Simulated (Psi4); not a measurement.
**GaNH3 (SMILES [NH2][GaH]): UPBE0/def2-TZVP**

Aim: the vertical doublet–quartet gap of GaNH3 at UPBE0/def2-TZVP, from 2 runs. 

The results are computed with Psi4 1.11.

### Step 1. The structure to begin with

GaNH3 has 5 atoms, charge 0, and is taken as a doublet. As SMILES, `[NH2][GaH]`. Geometry: relaxed at PBE0-D4/def2-TZVP. This is one conformer, not always the lowest.

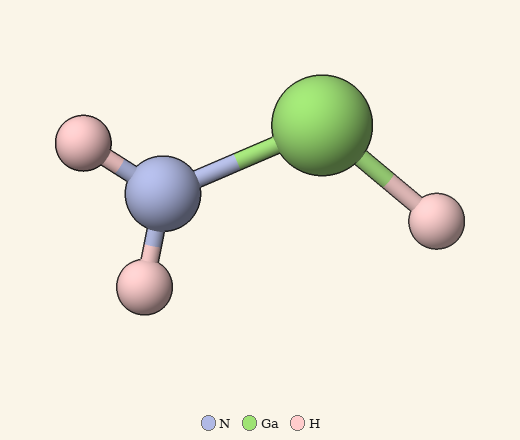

Viewed from a chosen angle; nitrogen light blue, gallium green, hydrogen pink.

### Step 2. Energy and gradient at UPBE0/def2-TZVP

File gah3n.xyz:

```xyz
5
GaH3N
N     -0.211900    -0.684000     0.064700
Ga     0.815500     0.782900     0.417000
H     -0.946800    -0.701300    -0.625100
H     -0.115200    -1.569300     0.532000
H      0.508200     2.097900    -0.430100
```

File gah3n_ase.py:

```python
import numpy as np
from ase.calculators.psi4 import Psi4
from ase.io import read

atoms = read('gah3n.xyz')
calc = Psi4(atoms=atoms, method='pbe0', basis='def2-TZVP', memory='2200MB', num_threads=1, charge=0, multiplicity=2, label='calc', reference='uks')
calc.psi4.set_options({'puream': True, 'e_convergence': 1e-09, 'd_convergence': 1e-08, 'scf_type': 'pk', 'dft_radial_points': 99, 'dft_spherical_points': 590, 'maxiter': 100})
atoms.calc = calc

forces = atoms.get_forces()
print(f'energy: {atoms.get_potential_energy():.6f} eV')
print('forces / eV A^-1')
print(np.round(forces, 5))
```

Started as:

```sh
$ python gah3n_ase.py
```

calc.dat, cut to the lines that bear on the results:

```text
[...]
  Running in c1 symmetry.
[...]
  Nuclear repulsion =   95.419926874908640
[...]
  Multiplicity = 2
[...]
  Nalpha       = 21
  Nbeta        = 20
[...]
    Number of basis functions: 97
[...]
   @UKS iter   1: -1979.05197156741906   -1.55998e+00   3.38252e-02 DIIS/ADIIS
[...]
   @UKS iter  14: -1981.08456936494485   -3.63798e-12   2.74286e-09 DIIS
[...]
   @S^2 Observed:                7.535540065E-01
[...]
    Orbital Energies [Eh]
    ---------------------
    Alpha Occupied:
       1A   -372.887622     2A    -46.033342     3A    -40.747344
       4A    -40.745737     5A    -40.743765     6A    -14.359836
       7A     -5.546927     8A     -3.817855     9A     -3.812946
      10A     -3.808195    11A     -0.875157    12A     -0.843880
      13A     -0.842676    14A     -0.839594    15A     -0.837594
      16A     -0.814915    17A     -0.492042    18A     -0.467089
      19A     -0.351235    20A     -0.271235    21A     -0.206389
    Alpha Virtual:
      22A     -0.035148    23A      0.026290    24A      0.081057
      25A      0.105359    26A      0.111468    27A      0.178906
[...]
  @UKS Final Energy: -1981.08456936494485
   => Energetics <=
    Nuclear Repulsion Energy =             95.4199268749086400
    One-Electron Energy =               -2950.7947217537948745
    Two-Electron Energy =                 936.7910953258243580
    DFT Exchange-Correlation Energy =     -62.5008698118827226
    Empirical Dispersion Energy =           0.0000000000000000
    VV10 Nonlocal Energy =                  0.0000000000000000
    Total Energy =                      -1981.0845693649448549
[...]
 Multipole Moments:
 ------------------------------------------------------------------------------------
     Multipole            Electronic (a.u.)      Nuclear  (a.u.)        Total (a.u.)
 ------------------------------------------------------------------------------------
 L = 1.  Multiply by 2.5417464519 to convert [e a0] to [Debye]
 Dipole X            :          3.3887983           -3.5661113           -0.1773130
 Dipole Y            :          3.0100356           -3.3622894           -0.3522538
 Dipole Z            :          1.9351694           -1.9542468           -0.0190774
 Magnitude           :                                                    0.3948248
[...]
  -Total Gradient:
     Atom            X                  Y                   Z
    ------   -----------------  -----------------  -----------------
       1        0.000114092574     0.000083434051     0.000069445752
       2       -0.000082715982    -0.000123003115    -0.000044298879
       3        0.000010355656     0.000036664104    -0.000014602761
       4       -0.000019910917     0.000023378049    -0.000012999312
       5       -0.000022113935    -0.000020084733     0.000001993915
[...]
```

Standard output:

```text
energy: -53908.056964 eV
forces / eV A^-1
[[-0.00587 -0.00429 -0.00357]
 [ 0.00425  0.00633  0.00228]
 [-0.00053 -0.00189  0.00075]
 [ 0.00102 -0.0012   0.00067]
 [ 0.00114  0.00103 -0.0001 ]]
```

Run time: 36 s. Hardware: 1 thread of Intel Xeon Platinum 8259CL at 2.50GHz (Skylake/Cascade Lake), shared host; peak memory 1.1 GiB.

### Step 3. The quartet: a single-point energy at UPBE0/def2-TZVP

File gah3n.dat:

```
memory 2200 MB

molecule molecule1 {
  0 4
  N
  Ga 1 R2
  H 1 R3 2 A3
  H 1 R4 3 A4 2 D4
  H 2 R5 1 A5 4 D5

  R2 = 1.825229
  R3 = 1.008068
  A3 = 123.79517
  R4 = 1.005722
  A4 = 111.8966
  D4 = -179.99973
  R5 = 1.594126
  A5 = 116.86458
  D5 = -179.93664
  units angstrom
  symmetry c1
}

set globals {
  basis def2-TZVP
  reference uks
  puream true
  e_convergence 1e-09
  d_convergence 1e-08
  scf_type pk
  dft_radial_points 99
  dft_spherical_points 590
  maxiter 100
}

e_tot, wfn = energy('pbe0', return_wfn=True)
oeprop(wfn, 'WIBERG_LOWDIN_INDICES', 'MULLIKEN_CHARGES', 'MAYER_INDICES')
```

Started as:

```sh
$ psi4 gah3n.dat gah3n.out -n 1
```

gah3n.out, cut to the lines that bear on the results:

```text
[...]
  Running in c1 symmetry.
[...]
  Nuclear repulsion =   95.419932275568016
[...]
  Multiplicity = 4
[...]
  Nalpha       = 22
  Nbeta        = 19
[...]
    Number of basis functions: 97
[...]
   @UKS iter   1: -1978.73802387493879   -1.24603e+00   3.46056e-02 ADIIS/DIIS
[...]
   @UKS iter  14: -1980.91525019137657   -2.50111e-12   3.16737e-09 DIIS
[...]
   @S^2 Observed:                3.755447611E+00
[...]
  @UKS Final Energy: -1980.91525019137657
   => Energetics <=
    Nuclear Repulsion Energy =             95.4199322755680157
    One-Electron Energy =               -2950.1264709218139615
    Two-Electron Energy =                 936.2605574144276943
    DFT Exchange-Correlation Energy =     -62.4692689595582564
    Empirical Dispersion Energy =           0.0000000000000000
    VV10 Nonlocal Energy =                  0.0000000000000000
    Total Energy =                      -1980.9152501913765718
[...]
 Multipole Moments:
 ------------------------------------------------------------------------------------
     Multipole            Electronic (a.u.)      Nuclear  (a.u.)        Total (a.u.)
 ------------------------------------------------------------------------------------
 L = 1.  Multiply by 2.5417464519 to convert [e a0] to [Debye]
 Dipole X            :          0.0015749           -0.0015462            0.0000287
 Dipole Y            :         -1.4573684            1.4022863           -0.0550822
 Dipole Z            :          2.6438227           -5.0867285           -2.4429058
 Magnitude           :                                                    2.4435268
[...]
  Mulliken Charges: (a.u.)
   Center  Symbol    Alpha    Beta     Spin     Total
       1     N     4.06771  3.01753  1.05018 -0.08524
       2    GA    16.64491 14.78555  1.85936 -0.43046
       3     H     0.36169  0.36465 -0.00296  0.27367
       4     H     0.34027  0.37433 -0.03407  0.28540
       5     H     0.58542  0.45794  0.12749 -0.04336
   Total alpha = 22.00000, Total beta = 19.00000, Total charge = -0.00000
  Mayer Bond Indices:
  Total Bond Index:
[...]
```

It took 26 s on 1 thread of Intel Xeon Platinum 8259CL at 2.50GHz (Skylake/Cascade Lake), shared host; peak memory 1.1 GiB.

### Step 4. Summary of results

At UPBE0/def2-TZVP:

| quantity | value |
| --- | --- |
| doublet: total energy | -1981.08457 Eh |
| doublet: dipole moment | 1.00 D |
| doublet: HOMO energy (highest over α and β) | -5.62 eV |
| doublet: LUMO energy (lowest over α and β) | -2.28 eV |
| doublet: ⟨S²⟩ | 0.754 |
| doublet: largest force on an atom | 0.008 eV/Å |
| quartet: total energy | -1980.91525 Eh |
| quartet: dipole moment | 6.21 D |
| quartet: HOMO energy (highest over α and β) | -2.98 eV |
| quartet: ⟨S²⟩ | 3.755 |
| vertical energy of the quartet above the doublet | 4.607 eV |

At this shape the quartet lies 4.61 eV (106 kcal/mol) above the doublet.
